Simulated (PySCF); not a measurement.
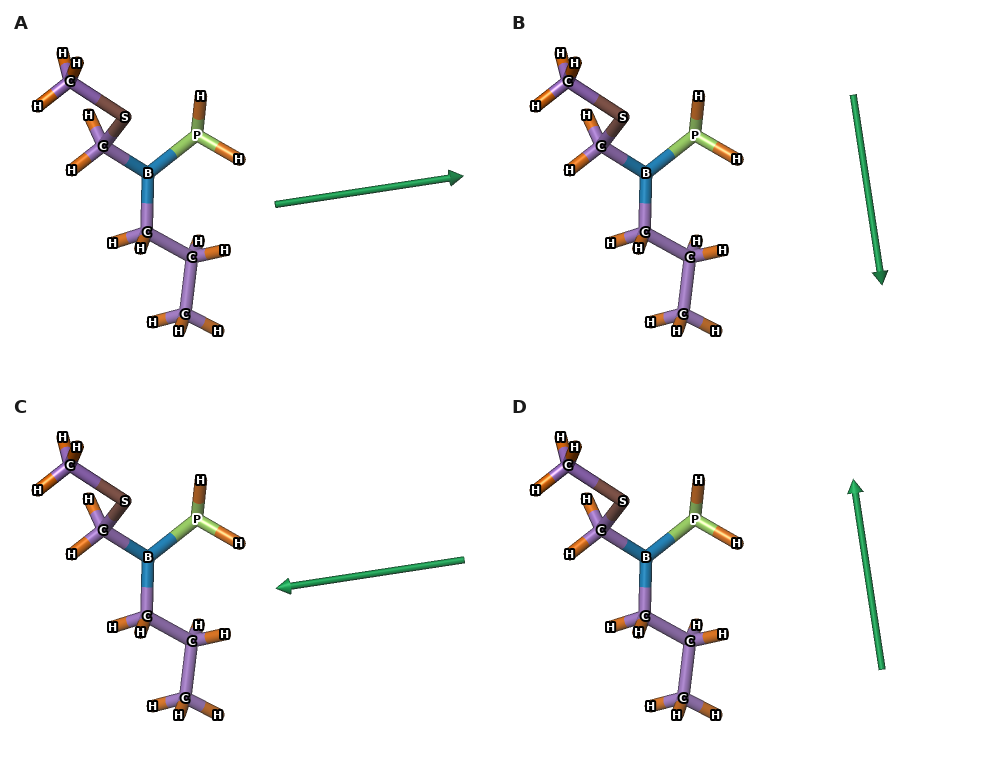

The same molecule four times, each with an arrow. The geometry was computed by an optimisation with GFN2-xTB. No frequency run is at hand to confirm it as a minimum. Level of theory: PBE0/pcSseg-1, gas phase (PySCF 2.14.0).

Which arrow points along the dipole moment, from the negative to the positive end?

C. The dipole moment is 1.50 D.

The geometry is semi-empirical. Around B, P such bond lengths and angles can be off by a tenth of an ångström or more and by several degrees, and values that hang on the shape move with them.
